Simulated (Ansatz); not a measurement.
**SiH₅O: molecular dynamics (part 4 of 4)**

The same run, continued: SiH₅O, multiplicity 2; UHF/6-31G* (Ansatz 0.2.0). It belongs to a series of runs on one base structure; here: dynamics from the highest image of the converged band.

Geometry of the input (Å):
```
Si 0.0133  -0.0187  0.0465
H  0.0594  -0.0491  1.7251
H  1.4005  0.0517  -0.4438
H  -0.7554  1.1604  -0.3926
H  -0.6370  -1.2541  -0.4322
O  0.1064  -0.1027  2.9807
H  -0.7002  -0.5887  3.1447
```

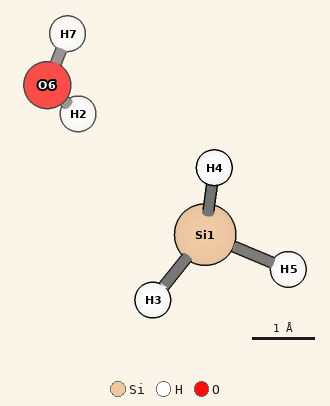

Fig. 1: The geometry at step 163 of the log (ball-and-stick view, seen at a tilt; atoms are numbered from 1 in the order of the input).

Trajectory as extended XYZ, continued:
```
7
Properties=species:S:1:pos:R:3:forces:R:3 step=122 time_fs=61.0 energy=-9975.40117 temperature=888.0
Si    0.0076   -0.0117   -0.3713    0.6584   0.0028   0.2033
H     0.0459   -0.8501    2.8121    0.7948   3.9299   4.2908
H     1.4214    0.2457   -0.7896   -0.4498  -0.0843   0.0496
H    -0.8428    1.1612   -0.5286   -0.1610   0.3079  -0.0700
H    -0.5780   -1.1732   -1.0375   -0.0532  -0.2323  -0.2172
O     0.1238   -0.1049    3.6599   -2.7219  -4.4770  -3.8865
H    -0.7975   -0.2208    4.0066    1.9326   0.5530  -0.3700
7
Properties=species:S:1:pos:R:3:forces:R:3 step=125 time_fs=62.5 energy=-9975.94603 temperature=1714.2
Si    0.0084   -0.0112   -0.3863   -0.0030   0.0092   0.1838
H     0.0592   -0.8034    2.9370    0.6929   2.2142   2.1460
H     1.4010    0.2456   -0.8005   -0.0588  -0.0032  -0.0613
H    -0.8529    1.1750   -0.5386    0.0332   0.0231  -0.0412
H    -0.5766   -1.1793   -1.0666    0.0239  -0.0340  -0.1027
O     0.1235   -0.1103    3.6795   -2.8488  -2.7972  -1.6804
H    -0.8000   -0.2051    4.0393    2.1606   0.5879  -0.4442
7
Properties=species:S:1:pos:R:3:forces:R:3 step=129 time_fs=64.5 energy=-9975.48082 temperature=1024.7
Si    0.0094   -0.0105   -0.4062   -0.8893  -0.0445   0.1585
H     0.0979   -0.7091    3.1323    0.2730  -8.4444  -8.4678
H     1.3736    0.2458   -0.8176    0.5080   0.1168  -0.2188
H    -0.8647    1.1932   -0.5533    0.2556  -0.3106  -0.0090
H    -0.5735   -1.1877   -1.1083    0.1223   0.2340   0.0621
O     0.1180   -0.1206    3.7046    0.2831   8.0909   7.8670
H    -0.7413   -0.1652    4.0721   -0.5527   0.3577   0.6080
7
Properties=species:S:1:pos:R:3:forces:R:3 step=132 time_fs=66.0 energy=-9976.01320 temperature=1799.9
Si    0.0094   -0.0100   -0.4209   -1.1415  -0.0797   0.1098
H     0.1352   -0.7908    3.1252    0.0428  -2.0826  -1.8614
H     1.3643    0.2485   -0.8355    0.6794   0.1567  -0.2547
H    -0.8678    1.1998   -0.5646    0.3132  -0.4130   0.0062
H    -0.5684   -1.1889   -1.1385    0.1465   0.3316   0.1342
O     0.1138   -0.1193    3.7324    2.8383   2.1282   0.5648
H    -0.7048   -0.1261    4.1092   -2.8787  -0.0411   1.3011
7
Properties=species:S:1:pos:R:3:forces:R:3 step=136 time_fs=68.0 energy=-9975.58969 temperature=1174.9
Si    0.0081   -0.0095   -0.4404   -0.6774  -0.0850   0.0098
H     0.1817   -0.9561    3.0634   -0.9766   4.1904   3.8218
H     1.3733    0.2571   -0.8674    0.3801   0.1042  -0.1354
H    -0.8617    1.1954   -0.5796    0.2060  -0.2928   0.0038
H    -0.5570   -1.1796   -1.1743    0.0901   0.2689   0.1201
O     0.1135   -0.1138    3.7704    1.0374  -3.5586  -3.3397
H    -0.7366   -0.0770    4.1936   -0.0596  -0.6271  -0.4805
7
Properties=species:S:1:pos:R:3:forces:R:3 step=139 time_fs=69.5 energy=-9975.41720 temperature=913.2
Si    0.0065   -0.0091   -0.4551    0.0421  -0.0836  -0.0434
H     0.1946   -0.9878    3.1014   -1.1739   4.4523   3.8974
H     1.3901    0.2663   -0.8950   -0.0533   0.0201   0.0239
H    -0.8519    1.1846   -0.5906    0.0150  -0.0430  -0.0138
H    -0.5460   -1.1659   -1.1982   -0.0047   0.1018   0.0357
O     0.1153   -0.1146    3.7941   -0.8724  -3.5516  -2.2740
H    -0.7714   -0.0545    4.2503    2.0471  -0.8961  -1.6257
7
Properties=species:S:1:pos:R:3:forces:R:3 step=142 time_fs=71.0 energy=-9975.94882 temperature=1717.3
Si    0.0049   -0.0088   -0.4697    0.7337  -0.0889  -0.0522
H     0.1830   -0.9271    3.2206   -0.8865   2.1606   1.9295
H     1.4060    0.2760   -0.9220   -0.4244  -0.0556   0.1673
H    -0.8418    1.1729   -0.6020   -0.1980   0.2426  -0.0332
H    -0.5352   -1.1500   -1.2213   -0.1122  -0.1023  -0.0751
O     0.1161   -0.1200    3.8147   -1.1820  -1.3452  -0.4025
H    -0.7654   -0.0507    4.2741    2.0693  -0.8113  -1.5337
7
Properties=species:S:1:pos:R:3:forces:R:3 step=146 time_fs=73.0 energy=-9975.48403 temperature=1029.8
Si    0.0037   -0.0086   -0.4893    1.1626  -0.0621  -0.0436
H     0.1432   -0.8244    3.4091    0.3096  -9.9401  -6.1337
H     1.4126    0.2869   -0.9523   -0.6102  -0.0994   0.2593
H    -0.8353    1.1660   -0.6183   -0.3477   0.4376  -0.0373
H    -0.5248   -1.1327   -1.2550   -0.2056  -0.2796  -0.1697
O     0.1151   -0.1271    3.8430    1.1691   9.9187   5.4158
H    -0.7008   -0.0697    4.2625   -1.4777   0.0249   0.7091
7
Properties=species:S:1:pos:R:3:forces:R:3 step=149 time_fs=74.5 energy=-9975.99496 temperature=1775.7
Si    0.0039   -0.0084   -0.5041    0.9564   0.0056  -0.0726
H     0.1164   -0.9286    3.4401    0.2742  -1.8304  -1.0964
H     1.4028    0.2927   -0.9688   -0.4755  -0.0794   0.2363
H    -0.8386    1.1711   -0.6315   -0.2813   0.3300  -0.0113
H    -0.5218   -1.1262   -1.2842   -0.2006  -0.2596  -0.1424
O     0.1160   -0.1209    3.8705    3.4678   1.3931  -0.9128
H    -0.6801   -0.0858    4.2654   -3.7410   0.4407   1.9992
7
Properties=species:S:1:pos:R:3:forces:R:3 step=153 time_fs=76.5 energy=-9975.61289 temperature=1209.7
Si    0.0050   -0.0082   -0.5238    0.1300   0.0729  -0.1375
H     0.0906   -1.1168    3.4474    0.3905   5.0374   2.1937
H     1.3755    0.2982   -0.9834    0.0070   0.0142   0.0944
H    -0.8517    1.1877   -0.6492   -0.0334  -0.0341   0.0404
H    -0.5243   -1.1256   -1.3273   -0.1046  -0.0559   0.0142
O     0.1227   -0.1103    3.9058   -1.3096  -5.2826  -1.8870
H    -0.7513   -0.0945    4.3226    0.9201   0.2481  -0.3183
7
Properties=species:S:1:pos:R:3:forces:R:3 step=156 time_fs=78.0 energy=-9975.39845 temperature=884.7
Si    0.0061   -0.0080   -0.5388   -0.5795   0.0629  -0.1731
H     0.0809   -1.1456    3.5016    0.5081   5.3114   2.0729
H     1.3542    0.3024   -0.9916    0.4379   0.1035  -0.0433
H    -0.8629    1.2002   -0.6616    0.1503  -0.2952   0.0744
H    -0.5290   -1.1269   -1.3596   -0.0097   0.1263   0.1550
O     0.1266   -0.1098    3.9293   -3.4532  -5.5662  -0.8250
H    -0.7965   -0.0940    4.3650    2.9460   0.2573  -1.2609
7
Properties=species:S:1:pos:R:3:forces:R:3 step=159 time_fs=79.5 energy=-9975.92074 temperature=1674.8
Si    0.0068   -0.0077   -0.5538   -1.0152   0.0283  -0.2014
H     0.0821   -1.0639    3.5987    0.6136   2.7372   0.8014
H     1.3420    0.3088   -1.0007    0.6974   0.1562  -0.1301
H    -0.8709    1.2065   -0.6724    0.2522  -0.4324   0.0942
H    -0.5339   -1.1256   -1.3887    0.0646   0.2454   0.2515
O     0.1261   -0.1167    3.9516   -3.0747  -3.1649   0.1545
H    -0.7822   -0.0878    4.3821    2.4620   0.4301  -0.9702
7
Properties=species:S:1:pos:R:3:forces:R:3 step=163 time_fs=81.5 energy=-9975.47720 temperature=1016.5
Si    0.0064   -0.0073   -0.5742   -0.8422   0.0128  -0.2461
H     0.1037   -0.9177    3.7361    0.5961 -10.6848  -3.7087
H     1.3482    0.3224   -1.0169    0.5315   0.1065  -0.0867
H    -0.8735    1.2008   -0.6837    0.2148  -0.3596   0.0939
H    -0.5382   -1.1159   -1.4191    0.0952   0.2379   0.2526
O     0.1200   -0.1293    3.9824    1.4905   9.7293   2.4271
H    -0.6972   -0.0632    4.3806   -2.0860   0.9578   1.2680
7
Properties=species:S:1:pos:R:3:forces:R:3 step=166 time_fs=83.0 energy=-9975.98565 temperature=1760.9
Si    0.0054   -0.0070   -0.5897   -0.2540   0.0284  -0.2463
H     0.1348   -1.0030    3.7702    0.3124  -2.6037  -0.8249
H     1.3664    0.3352   -1.0313    0.1233  -0.0024   0.0295
H    -0.8701    1.1875   -0.6898    0.0687  -0.1350   0.0789
H    -0.5392   -1.1027   -1.4357    0.0616   0.1066   0.1517
O     0.1169   -0.1278    4.0083    3.4398   1.8187  -1.1467
H    -0.6718   -0.0228    4.4043   -3.7518   0.7875   1.9577
7
Properties=species:S:1:pos:R:3:forces:R:3 step=169 time_fs=84.5 energy=-9975.84082 temperature=1555.7
Si    0.0042   -0.0067   -0.6053    0.4244   0.0395  -0.1816
H     0.1715   -1.1533    3.7828   -0.5700   4.5321   1.2639
H     1.3873    0.3481   -1.0451   -0.2949  -0.1146   0.1405
H    -0.8652    1.1714   -0.6942   -0.1260   0.1586   0.0590
H    -0.5389   -1.0873   -1.4490   -0.0036  -0.0862  -0.0035
O     0.1178   -0.1231    4.0332    0.4340  -4.0918  -1.1167
H    -0.7165    0.0326    4.4647    0.1361  -0.4377  -0.1615
7
Properties=species:S:1:pos:R:3:forces:R:3 step=173 time_fs=86.5 energy=-9975.38276 temperature=861.3
Si    0.0032   -0.0062   -0.6264    0.9856   0.0580  -0.0421
H     0.2009   -1.2087    3.8395   -1.0391   5.5467   1.4599
H     1.4046    0.3612   -1.0587   -0.6002  -0.1973   0.2018
H    -0.8635    1.1560   -0.6982   -0.3058   0.4362   0.0409
H    -0.5389   -1.0702   -1.4675   -0.0795  -0.2997  -0.1865
O     0.1197   -0.1250    4.0643   -1.8904  -4.0713   0.2195
H    -0.7656    0.0892    4.5366    2.9293  -1.4725  -1.6935
7
Properties=species:S:1:pos:R:3:forces:R:3 step=176 time_fs=88.0 energy=-9975.94676 temperature=1713.6
Si    0.0033   -0.0058   -0.6423    0.9198   0.0927   0.0347
H     0.1982   -1.1157    3.9178   -0.8244   2.6171   0.7650
H     1.4033    0.3663   -1.0640   -0.5621  -0.1865   0.1655
H    -0.8693    1.1546   -0.7001   -0.2774   0.4150   0.0370
H    -0.5407   -1.0644   -1.4856   -0.0802  -0.3241  -0.2237
O     0.1185   -0.1327    4.0878   -1.3314  -1.3294   0.4855
H    -0.7365    0.0976    4.5522    2.1557  -1.2848  -1.2640
7
Properties=species:S:1:pos:R:3:forces:R:3 step=180 time_fs=90.0 energy=-9975.47702 temperature=1017.0
Si    0.0043   -0.0052   -0.6634    0.2021   0.1118   0.0758
H     0.1733   -0.9619    4.0393    0.6192 -11.0678  -0.9989
H     1.3842    0.3672   -1.0660   -0.1704  -0.0753   0.0205
H    -0.8855    1.1654   -0.7014   -0.0403   0.1100   0.0303
H    -0.5453   -1.0667   -1.5167    0.0084  -0.1492  -0.1151
O     0.1149   -0.1426    4.1201    2.4326  10.3873  -0.6935
H    -0.6442    0.0730    4.5412   -3.0515   0.6833   1.6810
7
Properties=species:S:1:pos:R:3:forces:R:3 step=183 time_fs=91.5 energy=-9975.97944 temperature=1751.9
Si    0.0054   -0.0046   -0.6791   -0.5381   0.0633   0.0988
H     0.1632   -1.0494    4.1138    0.1435  -2.1977  -0.0873
H     1.3648    0.3658   -1.0667    0.2644   0.0500  -0.1229
H    -0.8992    1.1770   -0.7016    0.1709  -0.1672   0.0155
H    -0.5488   -1.0726   -1.5431    0.1022   0.0513   0.0197
O     0.1153   -0.1379    4.1433    3.8498   1.0847  -2.1708
H    -0.6338    0.0649    4.5652   -3.9927   1.1157   2.2471
7
Properties=species:S:1:pos:R:3:forces:R:3 step=186 time_fs=93.0 energy=-9975.81789 temperature=1520.4
Si    0.0060   -0.0039   -0.6948   -1.0937  -0.0196   0.1215
H     0.1570   -1.1946    4.1842   -0.1836   4.6887  -0.0773
H     1.3510    0.3654   -1.0699    0.6068   0.1535  -0.2328
H    -0.9093    1.1852   -0.7015    0.3123  -0.3532  -0.0071
H    -0.5501   -1.0774   -1.5692    0.1738   0.2166   0.1291
O     0.1203   -0.1308    4.1640   -0.5927  -4.4609   0.5109
H    -0.6987    0.0776    4.6314    0.7770  -0.2251  -0.4444
7
Properties=species:S:1:pos:R:3:forces:R:3 step=190 time_fs=95.0 energy=-9975.38195 temperature=860.0
Si    0.0056   -0.0031   -0.7156   -1.0960  -0.0898   0.1176
H     0.1436   -1.2382    4.2740   -0.0292   5.5787  -0.4466
H     1.3525    0.3701   -1.0820    0.5870   0.1626  -0.2359
H    -0.9124    1.1843   -0.7017    0.3186  -0.3642  -0.0368
H    -0.5461   -1.0765   -1.5996    0.1896   0.2887   0.1650
O     0.1253   -0.1304    4.1930   -3.3047  -4.8333   2.3742
H    -0.7560    0.0870    4.7029    3.3346  -0.7428  -1.9374
7
Properties=species:S:1:pos:R:3:forces:R:3 step=193 time_fs=96.5 energy=-9975.97406 temperature=1754.9
Si    0.0043   -0.0026   -0.7310   -0.5412  -0.0962   0.1033
H     0.1327   -1.1352    4.3311    0.3190   2.5745  -0.5016
H     1.3681    0.3775   -1.0969    0.2231   0.0721  -0.1377
H    -0.9069    1.1747   -0.7027    0.1834  -0.1923  -0.0501
H    -0.5384   -1.0689   -1.6184    0.1342   0.2138   0.0935
O     0.1244   -0.1376    4.2182   -2.5510  -2.4076   1.8432
H    -0.7224    0.0770    4.7119    2.2325  -0.1643  -1.3506
7
Properties=species:S:1:pos:R:3:forces:R:3 step=197 time_fs=98.5 energy=-9975.43930 temperature=958.7
Si    0.0020   -0.0019   -0.7515    0.4505  -0.0989   0.1290
H     0.1314   -0.9671    4.3975    1.0481 -10.6623   1.2972
H     1.3947    0.3894   -1.1209   -0.3470  -0.0747   0.0216
H    -0.8943    1.1567   -0.7057   -0.1044   0.1734  -0.0504
H    -0.5240   -1.0522   -1.6410    0.0008  -0.0023  -0.0927
O     0.1189   -0.1492    4.2544    2.5294   8.6554  -3.2256
H    -0.6242    0.0661    4.6909   -3.5773   2.0094   1.9210
7
Properties=species:S:1:pos:R:3:forces:R:3 step=200 time_fs=100.0 energy=-9975.95923 temperature=1719.7
Si    0.0006   -0.0016   -0.7668    0.9869  -0.0973   0.1824
H     0.1534   -1.0379    4.4693    0.5697  -2.5333   0.2303
H     1.4073    0.3968   -1.1388   -0.6035  -0.1395   0.0993
H    -0.8868    1.1466   -0.7092   -0.2841   0.3962  -0.0437
H    -0.5129   -1.0393   -1.6598   -0.0992  -0.1618  -0.2309
O     0.1176   -0.1482    4.2780    2.9289   0.7913  -2.1593
H    -0.6184    0.1001    4.7110   -3.4988   1.7444   1.9219
```
